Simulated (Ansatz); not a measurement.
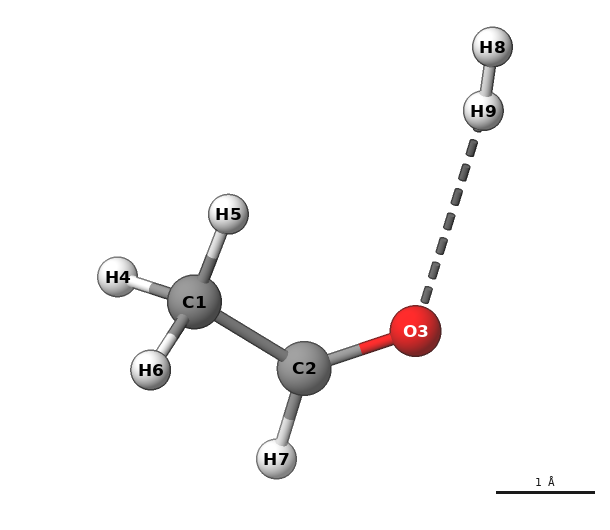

Two molecules or ions; the broken line marks their closest contact (measured against van der Waals radii). Computed geometry: PBE0-D4/def2-TZVP optimisation. Program: Ansatz 0.2.0.

Question: Which two species are they?

Answer: C2H4O and H2 (`CC=O.[H][H]`).

Question: How long is the contact?

Answer: O3···H9 is 2.64 Å.

Give the counterpoise-corrected interaction energy (kcal/mol, monomers kept as in the pair) with CCSD(T)/CBS (MP2 limit from def2-TZVPPD and def2-QZVPPD plus CCSD(T) − MP2); revPBE-D4/def2-TZVPPD; PBE-D4/def2-TZVPPD; HSE06 (plane-wave form)-D4/def2-TZVPPD.

```csv
level,interaction energy (kcal/mol)
CCSD(T)/CBS (MP2 limit from def2-TZVPPD and def2-QZVPPD plus CCSD(T) − MP2),−0.7
revPBE-D4/def2-TZVPPD,−0.8
PBE-D4/def2-TZVPPD,−1.0
HSE06 (plane-wave form)-D4/def2-TZVPPD,−0.9
```
